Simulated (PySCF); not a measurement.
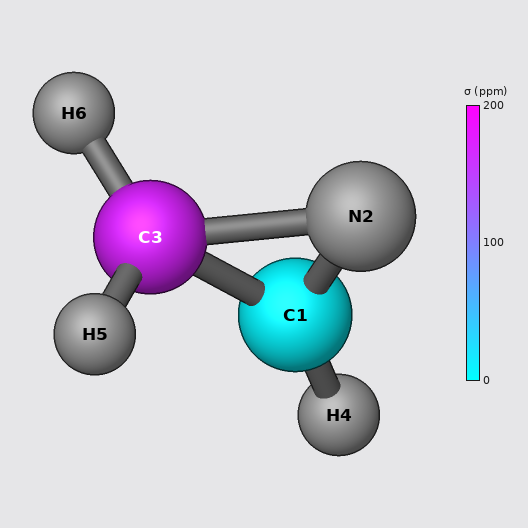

Atoms are coloured by their isotropic NMR shieldings (C only, the others grey). Geometry: a frame of a GFN2-xTB molecular-dynamics simulation, not a minimum. Method: GIAO PBE0/pcSseg-1 NMR shielding, non-relativistic, gas phase (PySCF 2.14.0).

List the isotropic NMR shieldings of the C atoms.

| atom | σ (ppm) |
| --- | --- |
| C1 | 7.3 |
| C3 | 170.7 |
